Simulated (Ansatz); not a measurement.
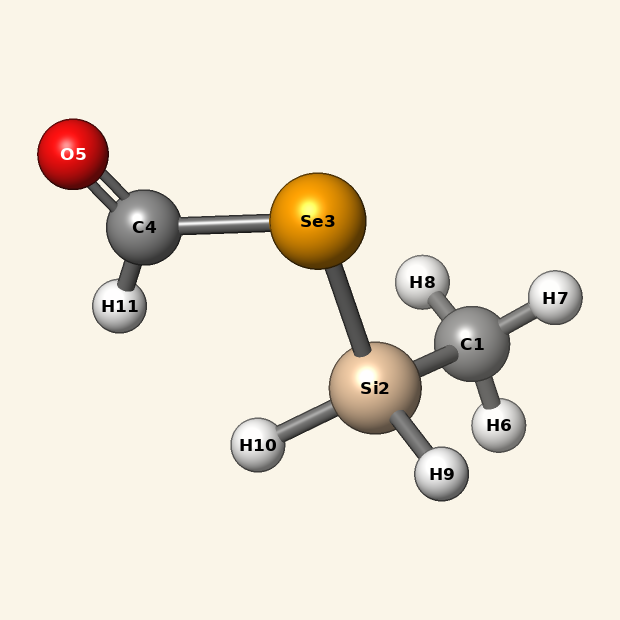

The geometry was computed by an optimisation with PBE0-D4/def2-TZVP. No frequency run is at hand to confirm it as a minimum.

Give the bond lengths.

| bond | length (Å) | order |
| --- | --- | --- |
| C1–Si2 | 1.863 | single |
| C1–H6 | 1.093 | single |
| C1–H7 | 1.092 | single |
| C1–H8 | 1.092 | single |
| Si2–Se3 | 2.291 | single |
| Si2–H9 | 1.484 | single |
| Si2–H10 | 1.490 | single |
| Se3–C4 | 1.943 | single |
| C4–O5 | 1.187 | double |
| C4–H11 | 1.105 | single |
